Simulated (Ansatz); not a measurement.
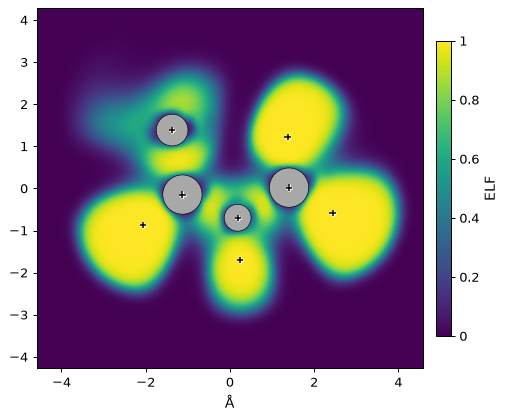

The ELF on a plane through atoms (crosses mark nuclei in the plane; grey discs cover the cores).

Level of theory: RKS PBE0-D4/def2-TZVPP (Ansatz).

Candidates:
A. CH$_{5}$B$_{2}$NS (SMILES BNBC=S)
B. BGeH$_{5}$O (SMILES B[O][GeH3])
C. BFH$_{4}$Si$_{2}$ (SMILES FB1[SiH2][SiH2]1)

Question: Which system is this?

Answer: Candidate A: CH$_{5}$B$_{2}$NS on the plane of atoms B1, N2 and B3, which holds B, N, C and H. B–N (1.41 Å): the ELF peaks at about 0.95 between the atoms: a short, strongly polar bond. C–B (1.56 Å): the ELF peaks at about 1 between the atoms: localised, covalent bonding.
